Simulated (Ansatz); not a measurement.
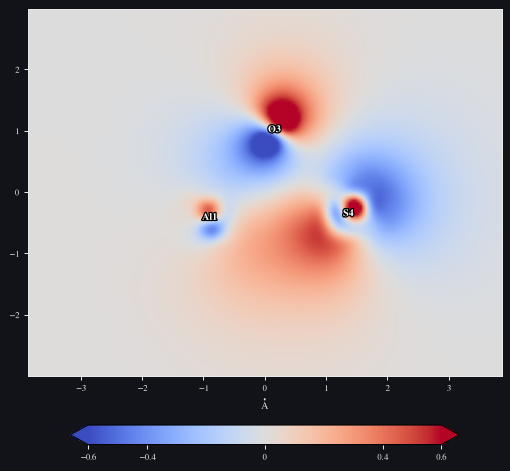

*AlFOS (charge −1, doublet). The HOMO−1 (β) on the plane of atoms Al1, O3 and S4 (values in Å⁻³ᐟ²; the overall sign is arbitrary).*

Geometry: B3LYP-D3(BJ)/def2-SVPD.

These are results of isolated molecule in a Gaussian basis; Kohn-Sham density functional theory, functional PBE0 (Ansatz 0.2.0), not measurements.

> Where does this orbital lie, and at what energy?

Its weight (Hirshfeld) is mainly on S4 (about 55 %), O3 (about 25 %) and Al1 (about 15 %); π-antibonding (π*) across S4–O3. Its energy is −2.10 eV.
